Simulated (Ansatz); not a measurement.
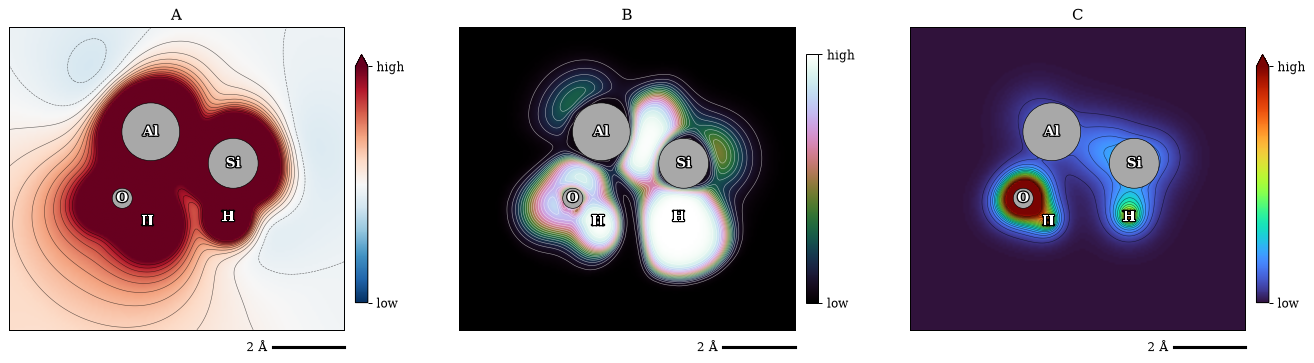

AlH₇OSi: 3 fields on the plane of atoms Al1, Si6 and H9, with unlabelled colour scales. Grey discs cover the atomic cores.

The product side of a reaction path; geometry: PBE0-D4/def2-TZVP.

Theory: RKS PBE0-D4/def2-TZVPP in Ansatz 0.2.0.

### Which field does each panel show? The fields are: electron density, electron localisation function and electrostatic potential.

Panel A: electrostatic potential (strongly positive close to the atoms and fading to about zero outside). Panel B: electron localisation function. Panel C: electron density. From the grid: Al–O (2.03 Å): ρ at the midpoint is about 0.41 e/Å³; the ELF peaks at about 0.90 in the valence shell of O, 0.6 Å from its nucleus, and is about 0.50 at the midpoint. Al–Si (2.47 Å): ρ is about 0.49 e/Å³ halfway; the ELF peaks at about 1 between the atoms, as expected for localised, covalent bonding.
